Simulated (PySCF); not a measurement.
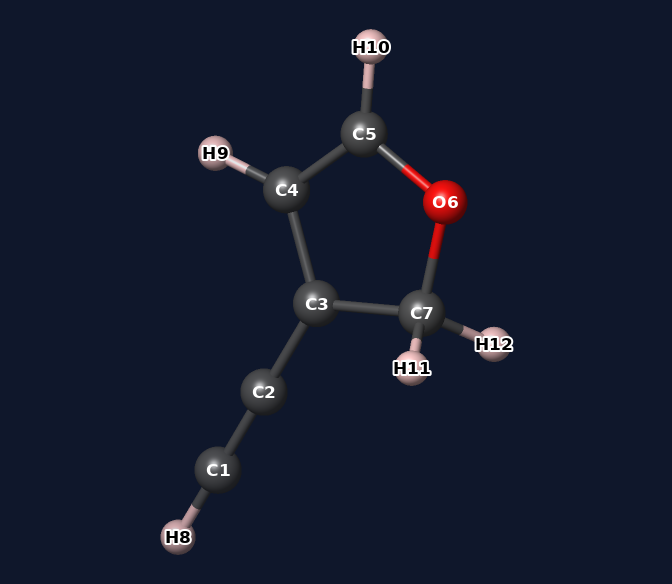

The species is neutral and a spin doublet. The geometry was computed by an optimisation with GFN2-xTB. No frequency run is at hand to confirm it as a minimum. Computed with UKS B3LYP, pcH-1 on C H O, non-relativistic (PySCF 2.14.0). Fermi-contact and spin-dipolar terms alone, no spin-orbit part.

> Which nucleus has the largest dipolar (anisotropic) hyperfine coupling?

13C at C3: principal values −44.3, −43.2, 87.5 MHz.

List the isotropic and dipolar parts for the most strongly coupled nuclei, one of each equivalent set.

```tsv
atom	isotope	a_iso (MHz)	dipolar part (MHz)
C3	13C	48.4	−44.3, −43.2, 87.5
C5	13C	34.5	−35.1, −33.4, 68.5
C1	13C	27.8	−27.7, −20.6, 48.3
O6	17O	−14.2	−42.0, 19.9, 22.0
C4	13C	−35.3	−19.3, 9.0, 10.2
H10	1H	−30.4	−17.0, −0.8, 17.8
C2	13C	−45.6	−14.6, −0.5, 15.1
H8	1H	−26.4	−12.6, −0.8, 13.4
```
